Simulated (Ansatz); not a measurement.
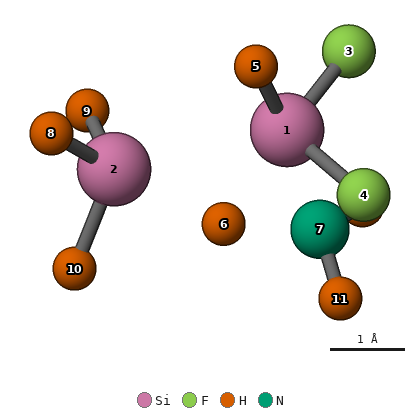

The input geometry (ball-and-stick view, seen at a tilt; atoms are numbered from 1 in the order of the input).

# Molecular dynamics of Si₂NH₇F₂ (part 1 of 5)

Si₂NH₇F₂, computed with UHF/STO-3G (Ansatz 0.2.0).

It belongs to a series of runs on one base structure; here: dynamics from the start. Figures and captions count atoms from 1; the log counts them from 0 in places.

Log:
```
Engine: ansatz 0.2.0, aarch64-unknown-linux-gnu
Functional definition: HF
  exchange = exact_x
  correlation = 0
563 factors; integrals over basis functions are off by at most 1.2e-5 eV
mean field evaluation 1: about -22445.5387 eV, gradient 1.7e1 eV
mean field evaluation 2: about -22445.6679 eV, gradient 1.7e1 eV
mean field evaluation 4: about -22448.5816 eV, gradient 1.3e0 eV
mean field evaluation 8: about -22448.6070 eV, gradient 2.2e-2 eV
mean field -22448.60695796 eV, -824.9710894925 hartree, gradient 8.4e-5 eV, S^2 0.000000; 0 other end points of the search recorded, 0 dependent functions left out
the calculation of the forces begins
reference -22448.60695796 eV, -824.9710894925 hartree; 30, 30 occupied and 10, 10 virtual orbitals, 563 factors
md step     0: t =     0.00 fs  T =   600.0 K  F+E_penalty+E_count = -22448.60695796 eV  E_kin = 0.775560 eV  conserved = -22447.83139796 eV  (34 SCF iters)
these checks for a lower state are left out or cut short: starts, cluster_reference, orbital_swaps, neighbouring_geometries, increment
563 factors; integrals over basis functions are off by at most 1.2e-5 eV
mean field evaluation 16: about -22448.5489 eV, gradient 1.5e-5 eV
mean field -22448.54891059 eV, -824.9689562912 hartree, gradient 1.5e-5 eV, S^2 0.000000; 0 other end points of the search recorded, 0 dependent functions left out
the calculation of the forces begins
reference -22448.54891059 eV, -824.9689562912 hartree; 30, 30 occupied and 10, 10 virtual orbitals, 563 factors
md step     1: t =     0.50 fs  T =   556.3 K  F+E_penalty+E_count = -22448.54891059 eV  E_kin = 0.719058 eV  conserved = -22447.82985248 eV  (30 SCF iters)
[... from here on the SCF iterations and repeated set-up lines of each step are left out, up to the last step ...]
md step     2: t =     1.00 fs  T =   628.1 K  F+E_penalty+E_count = -22448.64044182 eV  E_kin = 0.811902 eV  conserved = -22447.82853932 eV  (30 SCF iters)
md step     3: t =     1.50 fs  T =   828.7 K  F+E_penalty+E_count = -22448.90075748 eV  E_kin = 1.071200 eV  conserved = -22447.82955782 eV  (28 SCF iters)
md step     4: t =     2.00 fs  T =  1143.2 K  F+E_penalty+E_count = -22449.31314197 eV  E_kin = 1.477743 eV  conserved = -22447.83539944 eV  (26 SCF iters)
md step     5: t =     2.50 fs  T =  1501.5 K  F+E_penalty+E_count = -22449.78961869 eV  E_kin = 1.940812 eV  conserved = -22447.84880654 eV  (26 SCF iters)
md step     6: t =     3.00 fs  T =  1753.2 K  F+E_penalty+E_count = -22450.13740294 eV  E_kin = 2.266200 eV  conserved = -22447.87120323 eV  (26 SCF iters)
md step     7: t =     3.50 fs  T =  1680.3 K  F+E_penalty+E_count = -22450.06361019 eV  E_kin = 2.171998 eV  conserved = -22447.89161177 eV  (26 SCF iters)
md step     8: t =     4.00 fs  T =  1179.9 K  F+E_penalty+E_count = -22449.39179567 eV  E_kin = 1.525146 eV  conserved = -22447.86664977 eV  (24 SCF iters)
md step     9: t =     4.50 fs  T =   671.7 K  F+E_penalty+E_count = -22448.65562722 eV  E_kin = 0.868249 eV  conserved = -22447.78737870 eV  (25 SCF iters)
md step    10: t =     5.00 fs  T =   884.6 K  F+E_penalty+E_count = -22448.94707298 eV  E_kin = 1.143466 eV  conserved = -22447.80360713 eV  (25 SCF iters)
md step    11: t =     5.50 fs  T =  1681.0 K  F+E_penalty+E_count = -22450.05580369 eV  E_kin = 2.172874 eV  conserved = -22447.88293004 eV  (25 SCF iters)
md step    12: t =     6.00 fs  T =  2274.3 K  F+E_penalty+E_count = -22450.83569822 eV  E_kin = 2.939752 eV  conserved = -22447.89594588 eV  (26 SCF iters)
md step    13: t =     6.50 fs  T =  2355.8 K  F+E_penalty+E_count = -22450.91833692 eV  E_kin = 3.045059 eV  conserved = -22447.87327774 eV  (26 SCF iters)
md step    14: t =     7.00 fs  T =  2077.2 K  F+E_penalty+E_count = -22450.53644850 eV  E_kin = 2.685007 eV  conserved = -22447.85144128 eV  (27 SCF iters)
md step    15: t =     7.50 fs  T =  1662.3 K  F+E_penalty+E_count = -22449.98638194 eV  E_kin = 2.148750 eV  conserved = -22447.83763167 eV  (27 SCF iters)
md step    16: t =     8.00 fs  T =  1270.6 K  F+E_penalty+E_count = -22449.47241335 eV  E_kin = 1.642440 eV  conserved = -22447.82997377 eV  (29 SCF iters)
md step    17: t =     8.50 fs  T =   995.5 K  F+E_penalty+E_count = -22449.11310093 eV  E_kin = 1.286783 eV  conserved = -22447.82631820 eV  (29 SCF iters)
md step    18: t =     9.00 fs  T =   882.9 K  F+E_penalty+E_count = -22448.96670290 eV  E_kin = 1.141244 eV  conserved = -22447.82545858 eV  (29 SCF iters)
md step    19: t =     9.50 fs  T =   944.7 K  F+E_penalty+E_count = -22449.04772943 eV  E_kin = 1.221161 eV  conserved = -22447.82656880 eV  (29 SCF iters)
md step    20: t =    10.00 fs  T =  1168.2 K  F+E_penalty+E_count = -22449.33910023 eV  E_kin = 1.510074 eV  conserved = -22447.82902589 eV  (29 SCF iters)
md step    21: t =    10.50 fs  T =  1523.1 K  F+E_penalty+E_count = -22449.80155904 eV  E_kin = 1.968703 eV  conserved = -22447.83285653 eV  (29 SCF iters)
md step    22: t =    11.00 fs  T =  1960.8 K  F+E_penalty+E_count = -22450.37388106 eV  E_kin = 2.534591 eV  conserved = -22447.83929052 eV  (27 SCF iters)
md step    23: t =    11.50 fs  T =  2402.8 K  F+E_penalty+E_count = -22450.95658490 eV  E_kin = 3.105892 eV  conserved = -22447.85069316 eV  (25 SCF iters)
md step    24: t =    12.00 fs  T =  2719.1 K  F+E_penalty+E_count = -22451.38304540 eV  E_kin = 3.514697 eV  conserved = -22447.86834865 eV  (48 SCF iters)
md step    25: t =    12.50 fs  T =  2732.9 K  F+E_penalty+E_count = -22451.41735237 eV  E_kin = 3.532522 eV  conserved = -22447.88483059 eV  (26 SCF iters)
md step    26: t =    13.00 fs  T =  2337.7 K  F+E_penalty+E_count = -22450.89450261 eV  E_kin = 3.021754 eV  conserved = -22447.87274855 eV  (26 SCF iters)
md step    27: t =    13.50 fs  T =  1774.7 K  F+E_penalty+E_count = -22450.10933153 eV  E_kin = 2.293936 eV  conserved = -22447.81539545 eV  (25 SCF iters)
md step    28: t =    14.00 fs  T =  1625.1 K  F+E_penalty+E_count = -22449.89794987 eV  E_kin = 2.100563 eV  conserved = -22447.79738696 eV  (25 SCF iters)
md step    29: t =    14.50 fs  T =  2048.4 K  F+E_penalty+E_count = -22450.49978250 eV  E_kin = 2.647826 eV  conserved = -22447.85195645 eV  (25 SCF iters)
md step    30: t =    15.00 fs  T =  2541.6 K  F+E_penalty+E_count = -22451.16551324 eV  E_kin = 3.285220 eV  conserved = -22447.88029299 eV  (26 SCF iters)
md step    31: t =    15.50 fs  T =  2717.3 K  F+E_penalty+E_count = -22451.38230424 eV  E_kin = 3.512395 eV  conserved = -22447.86990933 eV  (26 SCF iters)
md step    32: t =    16.00 fs  T =  2595.0 K  F+E_penalty+E_count = -22451.20561943 eV  E_kin = 3.354252 eV  conserved = -22447.85136728 eV  (26 SCF iters)
md step    33: t =    16.50 fs  T =  2346.2 K  F+E_penalty+E_count = -22450.87125711 eV  E_kin = 3.032714 eV  conserved = -22447.83854332 eV  (27 SCF iters)
md step    34: t =    17.00 fs  T =  2110.3 K  F+E_penalty+E_count = -22450.56101073 eV  E_kin = 2.727807 eV  conserved = -22447.83320355 eV  (28 SCF iters)
md step    35: t =    17.50 fs  T =  1951.4 K  F+E_penalty+E_count = -22450.35528884 eV  E_kin = 2.522342 eV  conserved = -22447.83294649 eV  (27 SCF iters)
md step    36: t =    18.00 fs  T =  1876.9 K  F+E_penalty+E_count = -22450.26053548 eV  E_kin = 2.426087 eV  conserved = -22447.83444888 eV  (27 SCF iters)
md step    37: t =    18.50 fs  T =  1872.6 K  F+E_penalty+E_count = -22450.25580846 eV  E_kin = 2.420482 eV  conserved = -22447.83532654 eV  (28 SCF iters)
md step    38: t =    19.00 fs  T =  1928.5 K  F+E_penalty+E_count = -22450.32788346 eV  E_kin = 2.492794 eV  conserved = -22447.83508914 eV  (28 SCF iters)
md step    39: t =    19.50 fs  T =  2045.7 K  F+E_penalty+E_count = -22450.47933810 eV  E_kin = 2.644312 eV  conserved = -22447.83502563 eV  (27 SCF iters)
md step    40: t =    20.00 fs  T =  2222.4 K  F+E_penalty+E_count = -22450.71026409 eV  E_kin = 2.872638 eV  conserved = -22447.83762603 eV  (27 SCF iters)
md step    41: t =    20.50 fs  T =  2426.4 K  F+E_penalty+E_count = -22450.98235346 eV  E_kin = 3.136407 eV  conserved = -22447.84594677 eV  (26 SCF iters)
md step    42: t =    21.00 fs  T =  2567.2 K  F+E_penalty+E_count = -22451.17947992 eV  E_kin = 3.318380 eV  conserved = -22447.86110026 eV  (26 SCF iters)
md step    43: t =    21.50 fs  T =  2502.5 K  F+E_penalty+E_count = -22451.10918873 eV  E_kin = 3.234745 eV  conserved = -22447.87444354 eV  (26 SCF iters)
md step    44: t =    22.00 fs  T =  2168.1 K  F+E_penalty+E_count = -22450.66106127 eV  E_kin = 2.802499 eV  conserved = -22447.85856243 eV  (26 SCF iters)
md step    45: t =    22.50 fs  T =  1831.9 K  F+E_penalty+E_count = -22450.17725929 eV  E_kin = 2.367925 eV  conserved = -22447.80933420 eV  (26 SCF iters)
md step    46: t =    23.00 fs  T =  1965.1 K  F+E_penalty+E_count = -22450.35485778 eV  E_kin = 2.540115 eV  conserved = -22447.81474278 eV  (25 SCF iters)
md step    47: t =    23.50 fs  T =  2504.8 K  F+E_penalty+E_count = -22451.11009288 eV  E_kin = 3.237700 eV  conserved = -22447.87239292 eV  (25 SCF iters)
md step    48: t =    24.00 fs  T =  2890.7 K  F+E_penalty+E_count = -22451.62456375 eV  E_kin = 3.736509 eV  conserved = -22447.88805458 eV  (25 SCF iters)
md step    49: t =    24.50 fs  T =  2862.9 K  F+E_penalty+E_count = -22451.56708696 eV  E_kin = 3.700522 eV  conserved = -22447.86656534 eV  (25 SCF iters)
md step    50: t =    25.00 fs  T =  2576.1 K  F+E_penalty+E_count = -22451.17394039 eV  E_kin = 3.329930 eV  conserved = -22447.84401037 eV  (25 SCF iters)
md step    51: t =    25.50 fs  T =  2257.9 K  F+E_penalty+E_count = -22450.75362706 eV  E_kin = 2.918602 eV  conserved = -22447.83502540 eV  (26 SCF iters)
md step    52: t =    26.00 fs  T =  2016.1 K  F+E_penalty+E_count = -22450.44151606 eV  E_kin = 2.605958 eV  conserved = -22447.83555819 eV  (26 SCF iters)
md step    53: t =    26.50 fs  T =  1855.3 K  F+E_penalty+E_count = -22450.23488771 eV  E_kin = 2.398130 eV  conserved = -22447.83675757 eV  (26 SCF iters)
md step    54: t =    27.00 fs  T =  1762.7 K  F+E_penalty+E_count = -22450.11356796 eV  E_kin = 2.278493 eV  conserved = -22447.83507477 eV  (27 SCF iters)
md step    55: t =    27.50 fs  T =  1751.2 K  F+E_penalty+E_count = -22450.09577154 eV  E_kin = 2.263540 eV  conserved = -22447.83223129 eV  (26 SCF iters)
md step    56: t =    28.00 fs  T =  1846.7 K  F+E_penalty+E_count = -22450.21820670 eV  E_kin = 2.387069 eV  conserved = -22447.83113815 eV  (26 SCF iters)
md step    57: t =    28.50 fs  T =  2057.7 K  F+E_penalty+E_count = -22450.49376677 eV  E_kin = 2.659824 eV  conserved = -22447.83394252 eV  (26 SCF iters)
md step    58: t =    29.00 fs  T =  2349.0 K  F+E_penalty+E_count = -22450.87835510 eV  E_kin = 3.036329 eV  conserved = -22447.84202634 eV  (25 SCF iters)
md step    59: t =    29.50 fs  T =  2628.6 K  F+E_penalty+E_count = -22451.25283023 eV  E_kin = 3.397754 eV  conserved = -22447.85507662 eV  (25 SCF iters)
md step    60: t =    30.00 fs  T =  2762.9 K  F+E_penalty+E_count = -22451.43805486 eV  E_kin = 3.571291 eV  conserved = -22447.86676382 eV  (25 SCF iters)
md step    61: t =    30.50 fs  T =  2663.8 K  F+E_penalty+E_count = -22451.30382553 eV  E_kin = 3.443229 eV  conserved = -22447.86059624 eV  (43 SCF iters)
md step    62: t =    31.00 fs  T =  2447.6 K  F+E_penalty+E_count = -22450.99523009 eV  E_kin = 3.163801 eV  conserved = -22447.83142873 eV  (24 SCF iters)
md step    63: t =    31.50 fs  T =  2404.0 K  F+E_penalty+E_count = -22450.93225626 eV  E_kin = 3.107431 eV  conserved = -22447.82482476 eV  (23 SCF iters)
md step    64: t =    32.00 fs  T =  2588.9 K  F+E_penalty+E_count = -22451.20314140 eV  E_kin = 3.346461 eV  conserved = -22447.85668037 eV  (25 SCF iters)
md step    65: t =    32.50 fs  T =  2722.9 K  F+E_penalty+E_count = -22451.38929509 eV  E_kin = 3.519608 eV  conserved = -22447.86968706 eV  (25 SCF iters)
md step    66: t =    33.00 fs  T =  2652.9 K  F+E_penalty+E_count = -22451.28113365 eV  E_kin = 3.429098 eV  conserved = -22447.85203564 eV  (25 SCF iters)
md step    67: t =    33.50 fs  T =  2517.9 K  F+E_penalty+E_count = -22451.08992011 eV  E_kin = 3.254684 eV  conserved = -22447.83523609 eV  (25 SCF iters)
md step    68: t =    34.00 fs  T =  2477.5 K  F+E_penalty+E_count = -22451.03931493 eV  E_kin = 3.202467 eV  conserved = -22447.83684781 eV  (25 SCF iters)
md step    69: t =    34.50 fs  T =  2520.4 K  F+E_penalty+E_count = -22451.10461983 eV  E_kin = 3.257900 eV  conserved = -22447.84671944 eV  (26 SCF iters)
md step    70: t =    35.00 fs  T =  2539.5 K  F+E_penalty+E_count = -22451.13353108 eV  E_kin = 3.282585 eV  conserved = -22447.85094592 eV  (26 SCF iters)
md step    71: t =    35.50 fs  T =  2473.2 K  F+E_penalty+E_count = -22451.04449595 eV  E_kin = 3.196799 eV  conserved = -22447.84769708 eV  (27 SCF iters)
md step    72: t =    36.00 fs  T =  2342.2 K  F+E_penalty+E_count = -22450.86896955 eV  E_kin = 3.027542 eV  conserved = -22447.84142755 eV  (27 SCF iters)
md step    73: t =    36.50 fs  T =  2209.8 K  F+E_penalty+E_count = -22450.69241843 eV  E_kin = 2.856405 eV  conserved = -22447.83601369 eV  (27 SCF iters)
md step    74: t =    37.00 fs  T =  2136.1 K  F+E_penalty+E_count = -22450.59454957 eV  E_kin = 2.761182 eV  conserved = -22447.83336708 eV  (27 SCF iters)
md step    75: t =    37.50 fs  T =  2152.3 K  F+E_penalty+E_count = -22450.61647849 eV  E_kin = 2.782042 eV  conserved = -22447.83443630 eV  (27 SCF iters)
md step    76: t =    38.00 fs  T =  2247.5 K  F+E_penalty+E_count = -22450.74473789 eV  E_kin = 2.905090 eV  conserved = -22447.83964835 eV  (27 SCF iters)
md step    77: t =    38.50 fs  T =  2367.1 K  F+E_penalty+E_count = -22450.90743684 eV  E_kin = 3.059763 eV  conserved = -22447.84767364 eV  (26 SCF iters)
md step    78: t =    39.00 fs  T =  2435.4 K  F+E_penalty+E_count = -22451.00093621 eV  E_kin = 3.147938 eV  conserved = -22447.85299839 eV  (25 SCF iters)
md step    79: t =    39.50 fs  T =  2419.8 K  F+E_penalty+E_count = -22450.97569481 eV  E_kin = 3.127894 eV  conserved = -22447.84780102 eV  (25 SCF iters)
md step    80: t =    40.00 fs  T =  2395.6 K  F+E_penalty+E_count = -22450.93379501 eV  E_kin = 3.096543 eV  conserved = -22447.83725234 eV  (25 SCF iters)
md step    81: t =    40.50 fs  T =  2466.3 K  F+E_penalty+E_count = -22451.03092554 eV  E_kin = 3.187885 eV  conserved = -22447.84304095 eV  (23 SCF iters)
md step    82: t =    41.00 fs  T =  2582.2 K  F+E_penalty+E_count = -22451.19728334 eV  E_kin = 3.337752 eV  conserved = -22447.85953155 eV  (24 SCF iters)
md step    83: t =    41.50 fs  T =  2602.7 K  F+E_penalty+E_count = -22451.22152639 eV  E_kin = 3.364284 eV  conserved = -22447.85724251 eV  (24 SCF iters)
md step    84: t =    42.00 fs  T =  2543.0 K  F+E_penalty+E_count = -22451.12764358 eV  E_kin = 3.287087 eV  conserved = -22447.84055641 eV  (24 SCF iters)
md step    85: t =    42.50 fs  T =  2543.8 K  F+E_penalty+E_count = -22451.12560713 eV  E_kin = 3.288174 eV  conserved = -22447.83743280 eV  (24 SCF iters)
md step    86: t =    43.00 fs  T =  2629.0 K  F+E_penalty+E_count = -22451.24811514 eV  E_kin = 3.398283 eV  conserved = -22447.84983241 eV  (25 SCF iters)
md step    87: t =    43.50 fs  T =  2671.7 K  F+E_penalty+E_count = -22451.31131627 eV  E_kin = 3.453422 eV  conserved = -22447.85789456 eV  (25 SCF iters)
md step    88: t =    44.00 fs  T =  2571.4 K  F+E_penalty+E_count = -22451.17774472 eV  E_kin = 3.323810 eV  conserved = -22447.85393479 eV  (26 SCF iters)
md step    89: t =    44.50 fs  T =  2349.8 K  F+E_penalty+E_count = -22450.88151438 eV  E_kin = 3.037326 eV  conserved = -22447.84418870 eV  (26 SCF iters)
md step    90: t =    45.00 fs  T =  2102.5 K  F+E_penalty+E_count = -22450.55327252 eV  E_kin = 2.717668 eV  conserved = -22447.83560491 eV  (26 SCF iters)
md step    91: t =    45.50 fs  T =  1923.3 K  F+E_penalty+E_count = -22450.31734701 eV  E_kin = 2.486087 eV  conserved = -22447.83125959 eV  (27 SCF iters)
md step    92: t =    46.00 fs  T =  1863.3 K  F+E_penalty+E_count = -22450.24004039 eV  E_kin = 2.408525 eV  conserved = -22447.83151555 eV  (27 SCF iters)
md step    93: t =    46.50 fs  T =  1921.5 K  F+E_penalty+E_count = -22450.31950667 eV  E_kin = 2.483771 eV  conserved = -22447.83573610 eV  (27 SCF iters)
md step    94: t =    47.00 fs  T =  2053.1 K  F+E_penalty+E_count = -22450.49605041 eV  E_kin = 2.653830 eV  conserved = -22447.84222019 eV  (27 SCF iters)
md step    95: t =    47.50 fs  T =  2192.6 K  F+E_penalty+E_count = -22450.68148664 eV  E_kin = 2.834146 eV  conserved = -22447.84734060 eV  (44 SCF iters)
md step    96: t =    48.00 fs  T =  2296.8 K  F+E_penalty+E_count = -22450.81572381 eV  E_kin = 2.968839 eV  conserved = -22447.84688486 eV  (25 SCF iters)
md step    97: t =    48.50 fs  T =  2379.4 K  F+E_penalty+E_count = -22450.91999065 eV  E_kin = 3.075655 eV  conserved = -22447.84433584 eV  (25 SCF iters)
md step    98: t =    49.00 fs  T =  2459.0 K  F+E_penalty+E_count = -22451.03245571 eV  E_kin = 3.178521 eV  conserved = -22447.85393422 eV  (25 SCF iters)
md step    99: t =    49.50 fs  T =  2438.9 K  F+E_penalty+E_count = -22451.02568609 eV  E_kin = 3.152551 eV  conserved = -22447.87313495 eV  (25 SCF iters)
md step   100: t =    50.00 fs  T =  2168.0 K  F+E_penalty+E_count = -22450.67233461 eV  E_kin = 2.802374 eV  conserved = -22447.86996092 eV  (25 SCF iters)
md step   101: t =    50.50 fs  T =  1737.3 K  F+E_penalty+E_count = -22450.07775329 eV  E_kin = 2.245677 eV  conserved = -22447.83207657 eV  (25 SCF iters)
md step   102: t =    51.00 fs  T =  1539.3 K  F+E_penalty+E_count = -22449.79794927 eV  E_kin = 1.989640 eV  conserved = -22447.80830965 eV  (25 SCF iters)
md step   103: t =    51.50 fs  T =  1797.3 K  F+E_penalty+E_count = -22450.15860699 eV  E_kin = 2.323128 eV  conserved = -22447.83547865 eV  (25 SCF iters)
md step   104: t =    52.00 fs  T =  2250.7 K  F+E_penalty+E_count = -22450.77783721 eV  E_kin = 2.909208 eV  conserved = -22447.86862948 eV  (26 SCF iters)
md step   105: t =    52.50 fs  T =  2521.4 K  F+E_penalty+E_count = -22451.13259567 eV  E_kin = 3.259149 eV  conserved = -22447.87344688 eV  (25 SCF iters)
md step   106: t =    53.00 fs  T =  2487.6 K  F+E_penalty+E_count = -22451.07647564 eV  E_kin = 3.215456 eV  conserved = -22447.86102004 eV  (25 SCF iters)
md step   107: t =    53.50 fs  T =  2241.9 K  F+E_penalty+E_count = -22450.74495048 eV  E_kin = 2.897883 eV  conserved = -22447.84706752 eV  (26 SCF iters)
md step   108: t =    54.00 fs  T =  1927.2 K  F+E_penalty+E_count = -22450.32863404 eV  E_kin = 2.491146 eV  conserved = -22447.83748823 eV  (27 SCF iters)
md step   109: t =    54.50 fs  T =  1653.3 K  F+E_penalty+E_count = -22449.96941526 eV  E_kin = 2.137075 eV  conserved = -22447.83234056 eV  (27 SCF iters)
md step   110: t =    55.00 fs  T =  1483.9 K  F+E_penalty+E_count = -22449.74811551 eV  E_kin = 1.918075 eV  conserved = -22447.83004064 eV  (28 SCF iters)
md step   111: t =    55.50 fs  T =  1449.7 K  F+E_penalty+E_count = -22449.70305673 eV  E_kin = 1.873928 eV  conserved = -22447.82912841 eV  (28 SCF iters)
```
